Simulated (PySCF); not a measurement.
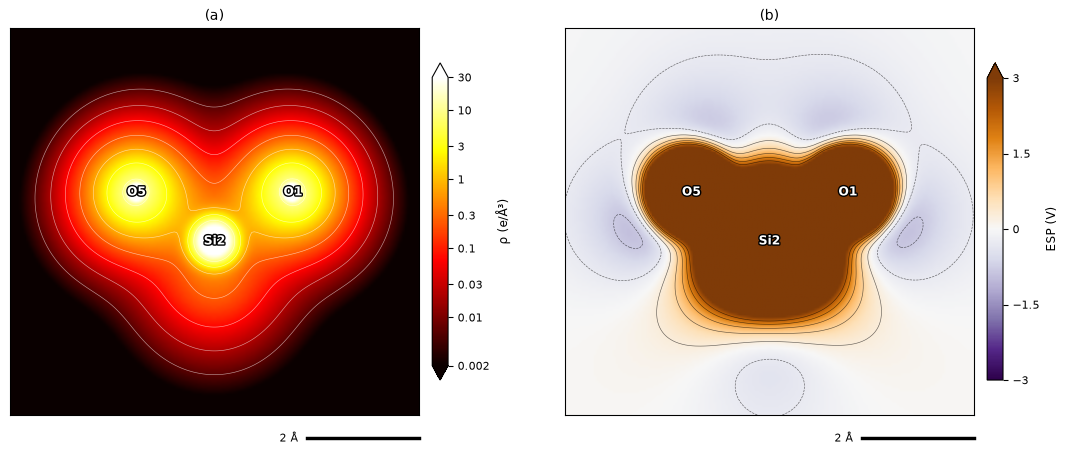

Figure 1: H$_{4}$O$_{4}$Si (SMILES O[Si](O)(O)O). (a) electron density; (b) electrostatic potential on the plane of atoms O1, Si2 and O5.

Geometry: PBE0-D3(BJ)/def2-SVP.

All numbers below come from PBE0/pcSseg-2, SCF density, gas phase, non-relativistic (PySCF).

Input

```
{"job": {"kind": "nmr", "xc": "PBE0", "basis": "pcSseg-2"}, "charge": 0, "multiplicity": 1}
O     -0.644156    -1.069951     1.087263
Si    -0.000603    -0.016926    -0.004987
O     -0.193951     1.486608     0.641749
O     -0.775466    -0.302090    -1.431735
O      1.609629    -0.182921    -0.315948
H     -0.559649    -0.801518     2.007018
H      0.403458     2.157271     0.298388
H     -1.693875    -0.573647    -1.346887
H      1.824439    -0.838564    -0.986187
```

Run with:

```sh
OMP_NUM_THREADS=1 python cluster_run.py task.json out
```

What does the map show?

Answer. The section cuts through O and Si sites. Si–O (1.65 Å): the density is about 1.2 e/Å³ at the midpoint. Outside the dense part of the molecule the potential is most negative (−0.9 V) near O1 and O5.
